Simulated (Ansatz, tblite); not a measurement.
# Ga13N14 wurtzite other sphere (Ga13N14H34+): spin-state energies by level

Is the singlet the ground state of Ga13N14 wurtzite other sphere (Ga13N14H34+)? Other spin states are computed and compared level by level.

The runs use Ansatz 0.2.0, Gaussian basis; as each input shows.

The runs, in order: triplet, at the geometry of the singlet (GFN1-xTB, GFN2-xTB, PBE0-D4/def2-TZVP, PBE-D4/def2-TZVP); the singlet's energies come from earlier runs.

1 further run of the same task is left out (set aside as unsound or not needed).

## Step 1: The relaxed structure

The singlet was relaxed beforehand with PBE-D4/def2-SVP.

61 atoms, charge 1, spin multiplicity 1.

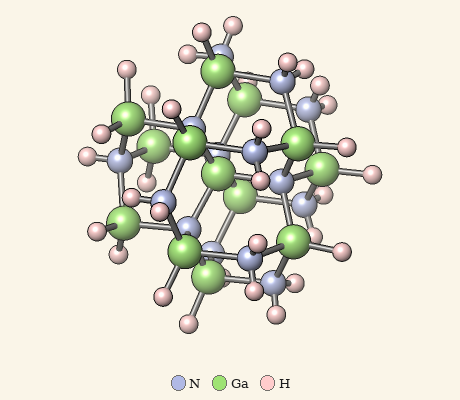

The structure; nitrogen light blue, gallium green, hydrogen pink.

The ion is computed in the gas phase, without counter-ions or solvent.

## Step 2: Triplet at the fixed geometry, GFN1-xTB

Tight binding, by tblite at 300 K electronic temperature and without a spin-polarisation term:

```python
tblite.interface.Calculator('GFN1-xTB', numbers, positions, charge=1, uhf=2).singlepoint()
```

Energy -2181.3917 eV; 0.56 s.

## Step 3: Triplet at the fixed geometry, GFN2-xTB

Tight binding, by tblite at 300 K electronic temperature and without a spin-polarisation term:

```python
tblite.interface.Calculator('GFN2-xTB', numbers, positions, charge=1, uhf=2).singlepoint()
```

Energy -2010.7888 eV; 0.56 s.

## Step 4: Triplet at the fixed geometry, PBE0-D4/def2-TZVP

in.yaml

```yaml
crystal:
  periodic: [false, false, false]
  atoms:
    - {symbol: N, position_ang: [-1.518057, -2.839085, -1.686384]}
    - {symbol: Ga, position_ang: [-1.543420, -2.897463, 0.372965]}
    - {symbol: N, position_ang: [-3.145426, -1.815998, 0.878754]}
    - {symbol: N, position_ang: [-3.217186, 0.103846, -1.687443]}
    - {symbol: Ga, position_ang: [-3.280966, 0.111724, 0.371813]}
    - {symbol: N, position_ang: [1.519431, -2.838160, -1.686222]}
    - {symbol: Ga, position_ang: [0.000421, -1.806921, -2.510237]}
    - {symbol: Ga, position_ang: [1.543877, -2.897139, 0.373078]}
    - {symbol: N, position_ang: [0.000091, -1.848662, 0.853531]}
    - {symbol: Ga, position_ang: [0.000113, -1.920101, 2.903614]}
    - {symbol: N, position_ang: [0.000309, -0.000104, -1.758099]}
    - {symbol: Ga, position_ang: [-1.564091, 0.903599, -2.510613]}
    - {symbol: Ga, position_ang: [-0.000019, -0.000233, 0.243795]}
    - {symbol: N, position_ang: [-1.601063, 0.923936, 0.853114]}
    - {symbol: N, position_ang: [-0.000512, -0.000223, 3.398210]}
    - {symbol: Ga, position_ang: [-1.663501, 0.958939, 2.903120]}
    - {symbol: N, position_ang: [-1.699109, 2.734515, -1.686220]}
    - {symbol: Ga, position_ang: [-1.737641, 2.785248, 0.373144]}
    - {symbol: N, position_ang: [3.145497, -1.815523, 0.879762]}
    - {symbol: N, position_ang: [3.218249, 0.105100, -1.685873]}
    - {symbol: Ga, position_ang: [1.565011, 0.903511, -2.510108]}
    - {symbol: Ga, position_ang: [3.280920, 0.112389, 0.373450]}
    - {symbol: N, position_ang: [1.600582, 0.924362, 0.853622]}
    - {symbol: Ga, position_ang: [1.662063, 0.959929, 2.903633]}
    - {symbol: N, position_ang: [1.698051, 2.734764, -1.686209]}
    - {symbol: Ga, position_ang: [1.736964, 2.785548, 0.373081]}
    - {symbol: N, position_ang: [-0.000396, 3.631775, 0.880090]}
    - {symbol: H, position_ang: [-1.433400, -3.821037, -1.994519]}
    - {symbol: H, position_ang: [-2.415987, -2.552194, -2.099551]}
    - {symbol: H, position_ang: [-1.659141, -4.416715, 0.751032]}
    - {symbol: H, position_ang: [-4.021488, -2.322031, 0.680825]}
    - {symbol: H, position_ang: [-3.098679, -1.788089, 1.915707]}
    - {symbol: H, position_ang: [-3.416401, -0.817785, -2.099937]}
    - {symbol: H, position_ang: [-4.025706, 0.667032, -1.996378]}
    - {symbol: H, position_ang: [-4.654442, 0.771560, 0.749520]}
    - {symbol: H, position_ang: [1.436046, -3.820039, -1.994918]}
    - {symbol: H, position_ang: [2.417215, -2.549928, -2.098745]}
    - {symbol: H, position_ang: [0.000442, -1.927288, -4.080876]}
    - {symbol: H, position_ang: [1.659524, -4.416481, 0.750819]}
    - {symbol: H, position_ang: [-1.393923, -2.600857, 3.282107]}
    - {symbol: H, position_ang: [1.394700, -2.599861, 3.282012]}
    - {symbol: H, position_ang: [-1.667487, 0.964418, -4.081277]}
    - {symbol: H, position_ang: [-0.000675, -0.000078, 4.433010]}
    - {symbol: H, position_ang: [-2.949339, 0.090694, 3.281111]}
    - {symbol: H, position_ang: [-1.556501, 2.506432, 3.282431]}
    - {symbol: H, position_ang: [-2.591816, 3.152113, -1.994498]}
    - {symbol: H, position_ang: [-1.001664, 3.368891, -2.099036]}
    - {symbol: H, position_ang: [-2.995852, 3.644659, 0.750962]}
    - {symbol: H, position_ang: [4.021744, -2.321282, 0.681946]}
    - {symbol: H, position_ang: [3.098327, -1.788119, 1.916708]}
    - {symbol: H, position_ang: [3.419020, -0.816079, -2.098647]}
    - {symbol: H, position_ang: [4.026287, 0.669442, -1.993981]}
    - {symbol: H, position_ang: [1.669393, 0.963575, -4.080740]}
    - {symbol: H, position_ang: [4.654132, 0.772211, 0.752113]}
    - {symbol: H, position_ang: [2.948296, 0.092673, 3.282437]}
    - {symbol: H, position_ang: [1.553853, 2.507473, 3.282503]}
    - {symbol: H, position_ang: [0.999104, 3.367703, -2.098654]}
    - {symbol: H, position_ang: [2.589826, 3.153885, -1.995077]}
    - {symbol: H, position_ang: [2.995191, 3.645057, 0.750655]}
    - {symbol: H, position_ang: [-0.000300, 3.576948, 1.917021]}
    - {symbol: H, position_ang: [-0.000532, 4.643551, 0.682515]}
basis:
  gaussian: {orbitals: def2-TZVP, fitting: {mean_field: def2-universal-jkfit}}
total_charge: 1
magnetization: {spin_polarized: true, initial_magnetization: 2}
hamiltonian: {xc: pbe0, dispersion: d4}
scf: {omitted_lower_state_checks: [starts]}
output: {orbitals: {seedname: orbitals}}
```

Launch:

```sh
ansatz run in.yaml --threads 11 --pin off --events-out ev --progress --plain --max-ram 174080MiB --backend cuda --devices 0, --max-vram 75GiB
```

Output:

```text
Functional definition: PBE0
  name "PBE0"
  cite "Adamo & Barone, J. Chem. Phys. 110, 6158 (1999) doi:10.1063/1.478522"
  cite "Perdew, Burke & Ernzerhof, Phys. Rev. Lett. 77, 3865 (1996) doi:10.1103/PhysRevLett.77.3865"
  parent pbe
  parameter a = 0.25
  parameter kappa = 0.804
  parameter beta = 0.06672455060314922
  exchange = (1 - a)*pbe_x(kappa = kappa, mu = beta*pi^2/3) + a*exact_x
  correlation = pbe_c(beta = beta)
these checks for a lower state are left out or cut short: starts
5148 factors; integrals over basis functions are off by at most 5.4e-1 eV
mean field evaluation 1: about -702135.7653 eV, gradient 1.7e2 eV
mean field evaluation 2: about -701541.7169 eV, gradient 3.8e2 eV
mean field evaluation 4: about -702220.7394 eV, gradient 5.9e1 eV
mean field evaluation 8: about -702235.8656 eV, gradient 8.5e0 eV
mean field evaluation 16: about -702236.4423 eV, gradient 2.7e-1 eV
mean field evaluation 32: about -702236.4491 eV, gradient 7.6e-3 eV
mean field -702236.46246059 eV, -25806.7140024566 hartree, gradient 5.6e-6 eV, S^2 2.005971; 0 other end points of the search recorded, 0 dependent functions left out
reference -702236.46253980 eV, -25806.7140053675 hartree; 268, 266 occupied and 994, 996 virtual orbitals, 5148 factors
Total energy: -702241.00019308 eV, -25806.8807610497 hartree
Checks for a lower state left out: starts
```

Wall time 2.2 min (1 × H100 with 11 threads of AMD EPYC 7R13, shared host); peak host memory 2.4 GiB.

Report: HOMO -4.41 eV, LUMO -9.25 eV (over both spins; with the spin held, an empty level of the minority spin lies below the top filled one); ⟨S²⟩ 2.006 (pure: 2.00).

## Step 5: Triplet at the fixed geometry, PBE-D4/def2-TZVP

start.molden holds the orbitals of an earlier run on this state, given as this run's starting guess.

in.yaml: that of step 4 with these lines changed.

```diff
@@ -65,6 +65,6 @@
 basis:
-  gaussian: {orbitals: def2-TZVP, fitting: {mean_field: def2-universal-jkfit}}
+  gaussian: {orbitals: def2-TZVP, fitting: {mean_field: def2-universal-jkfit}, initial_orbitals: start.molden}
 total_charge: 1
 magnetization: {spin_polarized: true, initial_magnetization: 2}
-hamiltonian: {xc: pbe0, dispersion: d4}
+hamiltonian: {xc: pbe, dispersion: d4}
 scf: {omitted_lower_state_checks: [starts]}
```

Same command.

Output:

```text
Functional definition: PBE
  name "PBE"
  cite "Perdew, Burke & Ernzerhof, Phys. Rev. Lett. 77, 3865 (1996) doi:10.1103/PhysRevLett.77.3865"
  parent pbe
  parameter kappa = 0.804
  parameter beta = 0.06672455060314922
  exchange = pbe_x(kappa = kappa, mu = beta*pi^2/3)
  correlation = pbe_c(beta = beta)
these checks for a lower state are left out or cut short: starts
5148 factors; integrals over basis functions are off by at most 5.4e-1 eV
mean field evaluation 1: about -702220.0978 eV, gradient 2.3e1 eV
mean field evaluation 2: about -702221.2268 eV, gradient 1.2e0 eV
mean field evaluation 4: about -702221.2542 eV, gradient 2.3e-1 eV
mean field evaluation 8: about -702221.2553 eV, gradient 2.5e-4 eV
mean field evaluation 16: about -702221.2553 eV, gradient 1.7e-3 eV
mean field -702221.25526763 eV, -25806.1551484230 hartree, gradient 1.7e-6 eV, S^2 2.001639; 0 other end points of the search recorded, 0 dependent functions left out
reference -702221.25537348 eV, -25806.1551523130 hartree; 268, 266 occupied and 994, 996 virtual orbitals, 5148 factors
Total energy: -702226.28997897 eV, -25806.3401706520 hartree
Checks for a lower state left out: starts
```

It took 36 s on 1 × H100 with 11 threads of AMD EPYC 7R13, shared host; peak host memory 2.3 GiB.

Report: HOMO -4.42 eV, LUMO -9.10 eV (over both spins; with the spin held, an empty level of the minority spin lies below the top filled one); ⟨S²⟩ 2.002 (pure: 2.00).

## Step 6: Triplet less singlet, vertical

The singlet's energies are those of its earlier runs, whose logs aren't repeated here.

```csv
level,"triplet less singlet, vertical (kcal/mol)",time
GFN1-xTB,+100.9,1 s
GFN2-xTB,+92.8,0.87 s
PBE-D4/def2-TZVP,+103.5,55 s
PBE0-D4/def2-TZVP,+129.0,2.5 min
```

Times add the two runs; a level without a time comes out of a correlated run. Tight binding without a spin term can't rank spin states.

## Step 7: Outcome

| quantity | value |
| --- | --- |
| triplet less singlet, vertical, functionals in def2-TZVP | +103.5 (PBE-D4) to +129.0 kcal/mol (PBE0-D4) |

All functionals put the triplet above the singlet, over a spread of 25.5 kcal/mol. The checks for a lower triplet were left out, so another state of that spin may lie lower. These are electronic energies, without zero-point motion, entropy or surroundings.
